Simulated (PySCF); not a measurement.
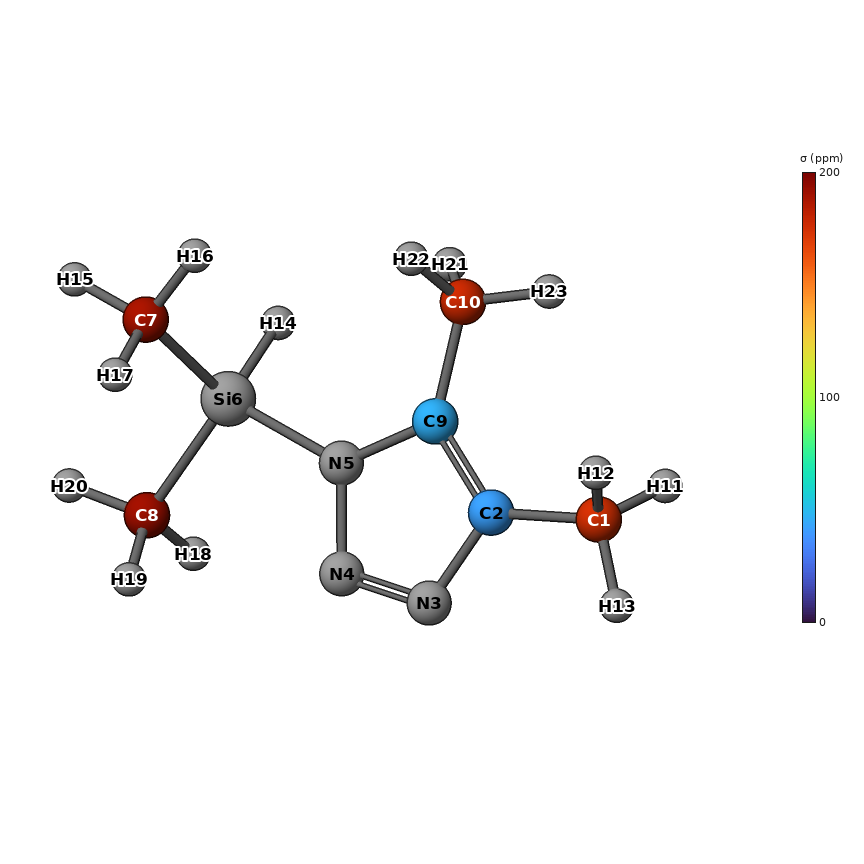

Atoms are coloured by their isotropic NMR shieldings (C only, the others grey). The computed structure is the end point of a GFN2-xTB optimisation. No frequency run is at hand to confirm it as a minimum. Method: GIAO PBE0/pcSseg-1 NMR shielding, non-relativistic, gas phase (PySCF 2.14.0).

Which C atom is the most shielded (lowest chemical shift)?

C8 (190.2 ppm).

Which C atom is the least shielded (highest chemical shift)?

C2 (41.9 ppm).

How wide is the range of C shifts?

148.3 ppm.

List the isotropic NMR shieldings of the C atoms.

| atom | σ (ppm) |
| --- | --- |
| C1 | 174.7 |
| C2 | 41.9 |
| C7 | 187.6 |
| C8 | 190.2 |
| C9 | 46.3 |
| C10 | 176.8 |

The geometry is semi-empirical. Around Si such bond lengths and angles can be off by a tenth of an ångström or more and by several degrees, and values that hang on the shape move with them.
